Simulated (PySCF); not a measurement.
# C₄H₁₂N₂Si (SMILES C[Si](N)(N)C1CC1): what the fields show

Input file:

```
{"job": {"kind": "nmr", "xc": "PBE0", "basis": "pcSseg-1"}, "charge": 0, "multiplicity": 1}
C     -1.153217    -1.662104    -1.190670
Si    -0.749792    -0.165405    -0.084076
N     -1.988552     1.010476    -0.377957
N     -0.860554    -0.397122     1.628671
C      1.024031     0.384987    -0.452626
C      2.170218     0.042932     0.456347
C      1.678307     1.448976     0.382820
H     -2.166607    -2.009355    -1.018766
H     -1.065044    -1.419315    -2.244459
H     -0.480484    -2.490569    -0.991609
H     -2.202847     1.236127    -1.335136
H     -1.958686     1.856454     0.168489
H     -0.267760    -1.090677     2.053667
H     -1.786734    -0.462698     2.019135
H      1.285446     0.416972    -1.505280
H      3.126032    -0.192877     0.010602
H      1.962665    -0.517568     1.354487
H      2.296470     2.186709    -0.108476
H      1.127304     1.833308     1.227376
```

Launched as:

```sh
OMP_NUM_THREADS=1 python probes_run.py task.json out
```

Geometry: GFN2-xTB.

All numbers below come from PySCF 2.14.0, PBE0/pcSseg-1, SCF density, gas phase, non-relativistic.

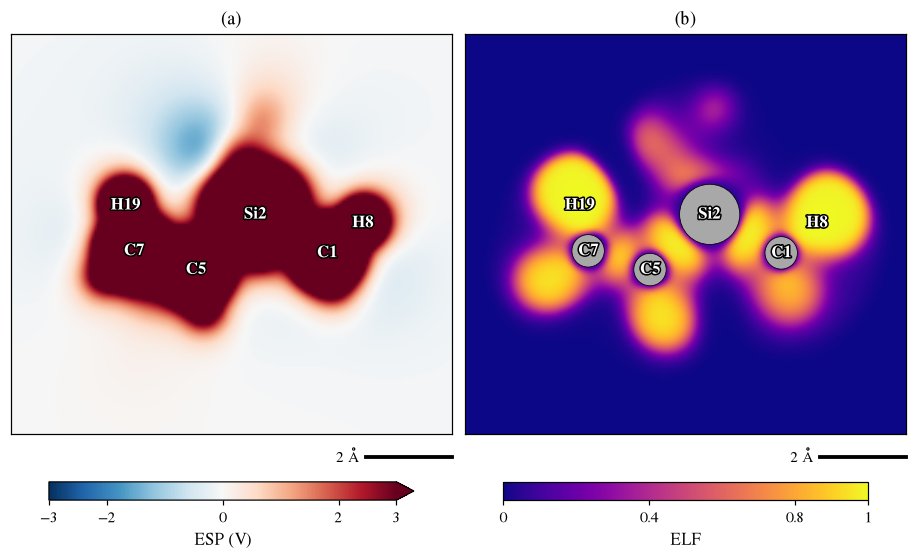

Figure 1. (a) electrostatic potential; (b) ELF on the plane of atoms C5, C7 and H19. Grey discs cover the atomic cores in the ELF map.

Question: Describe what can be read from this map.

Answer:
- The plane passes through C, Si and H nuclei.
- C–C (1.50 Å): the ELF peaks at about 0.85 between the atoms: a covalent bond.
- C–Si (1.89 Å): the ELF peaks at about 0.95 between the atoms: a shared electron pair.
- C–H (1.08 Å): the ELF climbs to about 1 towards the hydrogen, as it does in any bond to H: a covalent bond by its length.
- Outside the dense part of the molecule the potential is most negative (−1.5 V) near N4, which lies off the plane.

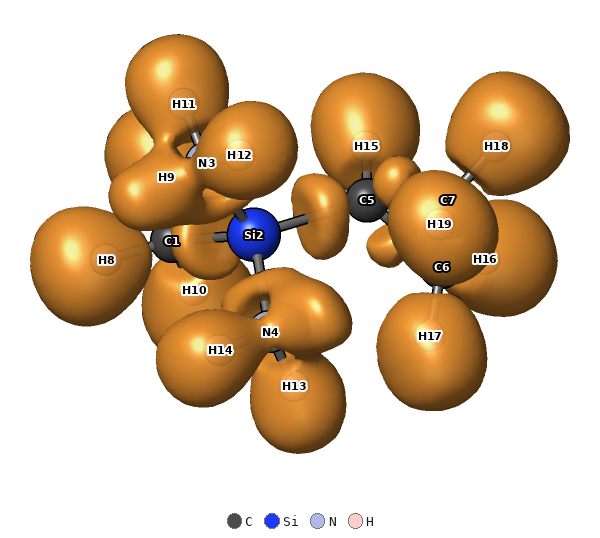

Figure 2. Isosurface of the electron localisation function at 0.8 (orange), seen from one side. Core shells and regions of very low density are left out.

Question: Where are the electrons localised?

Answer: The ELF exceeds this value in three regions between bonded C–C atoms (shared pairs), two regions between bonded C–Si atoms (shared pairs), eight regions around hydrogen nuclei and two joined regions spread over several atoms (H, N), in which their bonds and any lone pairs are merged.


C–C (1.49 Å): the ELF peaks at about 0.90 between the atoms: a shared electron pair. Si–N (1.73 Å): the ELF peaks at about 0.90 between the atoms: a shared but strongly polarised pair.

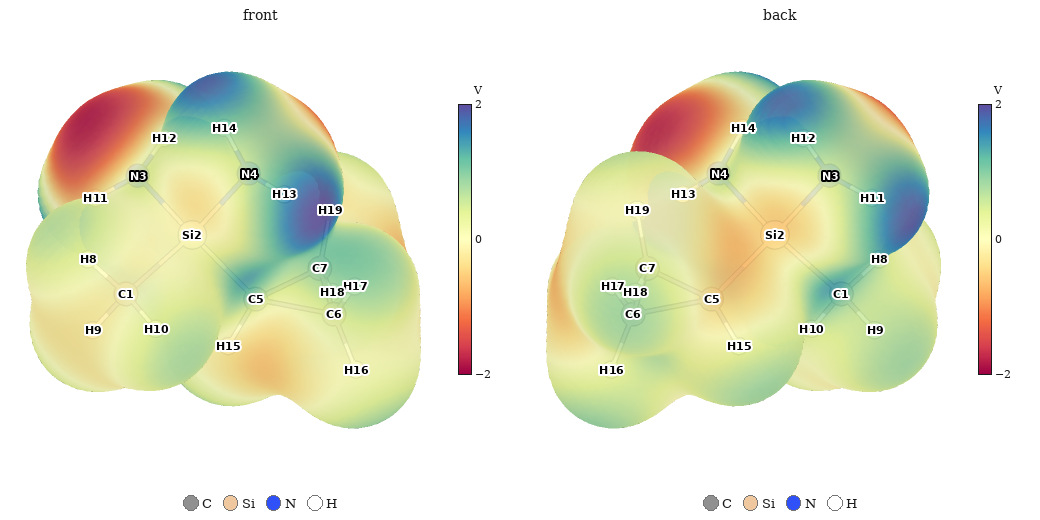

Figure 3. The electrostatic potential painted on the density surface at 0.004 e/bohr³, seen from the front and from behind; red is negative and blue positive.

Question: Where is the surface potential most negative and most positive?

Answer: The most negative region (about −1.8 V) lies over N3 and N4, the most positive (about +1.9 V) over H11, H13 and H14.

Question: What dipole moment does the calculation give?

Answer: Its dipole moment is 0.21 D.
